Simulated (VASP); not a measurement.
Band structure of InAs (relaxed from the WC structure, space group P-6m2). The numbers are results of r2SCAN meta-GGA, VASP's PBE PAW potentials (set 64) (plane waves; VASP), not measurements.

Unless said otherwise, spin-orbit coupling is left out, though it shifts the bands of the heavy elements here.

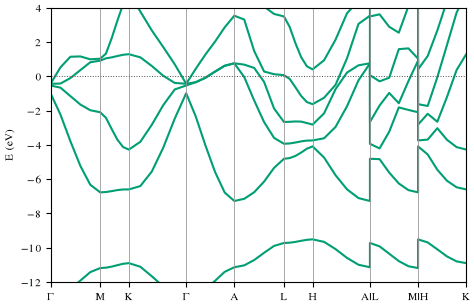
Figure. Bands along high-symmetry lines, zero at the valence-band maximum or, without a gap, the Fermi level

Problem. Read the plot: is there a gap, and where are the band edges?

Solution. It has no gap at this level: it comes out as a metal or semimetal.

The structure was generated: InAs was put into the WC type (P-6m2), which need not be its known phase. It was relaxed first, which changed the volume by +13 %.
